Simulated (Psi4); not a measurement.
# H2S (hydrogen sulfide), run twice

Wanted: the vertical excitations of H2S (hydrogen sulfide), EOM-CCSD/def2-TZVPD.

The results are computed with Psi4 1.11.

### Step 1. Starting point

H2S: 3 atoms, total charge 0, spin state singlet. As SMILES, `S`. The coordinates come from a PBE0-D4/def2-TZVP relaxation.

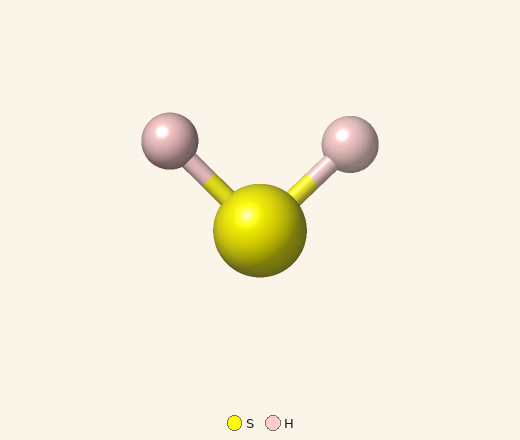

The structure, seen from a chosen angle (sulfur yellow, hydrogen pink).

### Step 2. The input as first written

calc.inp

```
memory 1600 MB

molecule m {
  0 2
  S      0.495500    -0.280600     0.243900
  H      0.097900     0.997700     0.162400
  H     -0.593400    -0.717100    -0.406300
  symmetry c1
  no_reorient
  no_com
}

set basis def2-TZVPD
set scf_type pk
set roots_per_irrep [2]

properties('eom-ccsd', properties=['oscillator_strength'])
```

Started as:

```console
psi4 -i calc.inp -o calc.out -n 1
```

calc.out:

```text
Psi4 1.11 release

qcelemental.exceptions.ValidationError: Inconsistent or unspecified chg/mult: sys chg: None, frag chg: [0.0], sys mult: None, frag mult: [2]

Printing out the relevant lines from the Psithon --> Python processed input file:
    from psi4.driver.wrapper_database import database, db, DB_RGT, DB_RXN
    from psi4.driver.wrapper_autofrag import auto_fragments
    psi4_io = core.IOManager.shared_object()
    core.set_memory_bytes(1600000000)

--> m = geometry("""
      0 2
      S      0.495500    -0.280600     0.243900
      H      0.097900     0.997700     0.162400
      H     -0.593400    -0.717100    -0.406300
      symmetry c1

!----------------------------------------------------------------------------------!
!                                                                                  !
!  Inconsistent or unspecified chg/mult: sys chg: None, frag chg: [0.0], sys mult: !
!     None, frag mult: [2]                                                         !
!                                                                                  !
!----------------------------------------------------------------------------------!

    Psi4 run time: 0:00:00.00
```

Wall time 0.58 s (1 thread of AMD EPYC 9R05 (Zen 5), shared host); peak memory 0.13 GiB.

### Step 3. Reading the log

The input was rejected.

The telling line is `qcelemental.exceptions.ValidationError: Inconsistent or unspecified chg/mult: sys chg: None, frag chg: [0.0], sys mult: None, frag mult: [2]`. Cause: the spin state typed doesn't suit the molecule. To mend it: multiplicity 1 in place of 2.

### Step 4. Second attempt

h2s.in

```
memory 1.6 GB

molecule m {
  0 1
  S      0.495500    -0.280600     0.243900
  H      0.097900     0.997700     0.162400
  H     -0.593400    -0.717100    -0.406300
  units angstrom
  symmetry c1
  no_reorient
  no_com
}

set {
  basis           def2-TZVPD
  scf_type        pk
  roots_per_irrep [2]
}

properties('eom-ccsd', properties=['oscillator_strength'])
```

Started as:

```console
psi4 -n 1 h2s.in h2s.out
```

h2s.out:

```text
Psi4 1.11 release

   => Loading Basis Set <=

    Name: DEF2-TZVPD
    Role: ORBITAL
    Keyword: BASIS

         ---------------------------------------------------------
                                   SCF
                              RHF Reference
                        1 Threads,   1525 MiB Core
         ---------------------------------------------------------

  ==> Geometry <==

    Molecular point group: c1
    Full point group: C1

    Geometry (in Angstrom), charge = 0, multiplicity = 1:

[... 89 lines left out ...]
   @RHF iter   4:  -398.70750784686095   -7.51931e-04   6.80929e-05 DIIS
[... 7 lines left out ...]
   @RHF iter  12:  -398.70754350604682    6.82121e-13   8.71427e-11 DIIS
[... 50 lines left out ...]
 Dipole X            :        -14.3834751           14.0453894           -0.3380856
[... 98 lines left out ...]
	Two-electron energy          =    164.92839528288044
[... 82 lines left out ...]
    MP2 correlation energy                    =   -0.284841733721921
[... 103 lines left out ...]
EOM CCSD R0 for root 0 =   0.00000000000
[... 55 lines left out ...]
	Convergence       = 1.0e-04
[... 321 lines left out ...]
	Dipole Strength          0.09164405
[... 14 lines left out ...]
	Velocity-Gauge Rotational Strength for 1  A
	                              X    	       Y    	       Z
	<p|mu_e|q>               0.00215660 	  0.00527766 	  0.00176634
	<q|mu_m|p>               0.01103739 	  0.00216200 	 -0.01993592
	<p|mu_m|q>*              0.01072924 	  0.00210164 	 -0.01937932
	<q|mu_e|p>*             -0.00064486 	 -0.00156726 	 -0.00052699

	Rotational Strength (au)                 -0.00000000
	Rotational Strength (10^-40 esu^2 cm^2)  -0.00000000

	                   Ground State -> Excited State Transitions

	                   Excitation Energy          OS       RS        RS     Einstein A
	State   (eV)    (cm^-1)    (nm)     (au)              (l,au)   (v,au)     (s^-1)
	 1  A   6.170   49766.1   200.9   0.226751   0.0000   0.0000   0.0000  6.612660E+01
	 2  A   6.405   51657.5   193.6   0.235369   0.0627  -0.0000  -0.0000  1.116176E+08

	                   Excited State -> Excited State Transitions

	                        Excitation Energy          OS       RS        RS     Einstein A
	Transition   (eV)    (cm^-1)    (nm)     (au)              (l,au)   (v,au)     (s^-1)
	  1A->2A   0.235    1891.4  5287.1   0.008618   0.0005   0.0000  -0.0000  1.256359E+03

    Psi4 run time: 0:00:08.86
```

It took 9.6 s on 1 thread of AMD EPYC 9R05 (Zen 5), shared host; peak memory 0.41 GiB.

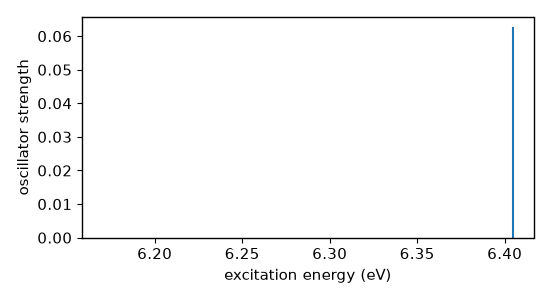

Vertical excitations as sticks.

The roots found:

| excited state | energy (eV) | strength |
| --- | --- | --- |
| 1 | 6.170 | 0.0000 |
| 2 | 6.405 | 0.0627 |

### Step 5. Outcome

Level: EOM-CCSD/def2-TZVPD.

| quantity | value |
| --- | --- |
| ground-state or mean-field energy | -399.01602 Eh |
| HOMO energy (Hartree–Fock orbitals) | -10.48 eV |
| LUMO energy (Hartree–Fock orbitals) | 1.81 eV |
| HOMO–LUMO gap (Hartree–Fock orbitals) | 12.28 eV |
| T1 diagnostic | 0.007 |
| lowest excitation energy | 6.17 eV |

The brightest of the 2 transitions from the ground state lies at 6.40 eV (194 nm, f = 0.063); the lowest, at 6.17 eV, has f = 0.000.
